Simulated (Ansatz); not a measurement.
## Pressure series in Hf

Base system: Hf in the hcp (Mg type) structure (space group P6_3/mmc, No. 194; a = 3.1591 Å, c = 4.9999 Å).

Cell and atoms are relaxed at each pressure.

All numbers come from PBEsol in Ansatz (plane waves to 420 eV, PAW, no spin-orbit coupling).

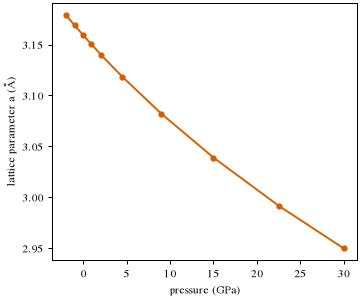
Fig. 1. Lattice parameter a against pressure

```tsv
pressure (GPa)	lattice parameter a
-2	3.179 Å
-1	3.169 Å
0.9	3.151 Å
2.1	3.139 Å
4.5	3.118 Å
9	3.082 Å
15	3.039 Å
22.5	2.992 Å
30	2.950 Å
```

Load acts through the strain it causes; cell and atoms are relaxed under it. Whether these cells are dynamically stable was not tested. No other phases were tried under pressure. All final runs are without spin polarisation.

Ansatz is a first-principles code.
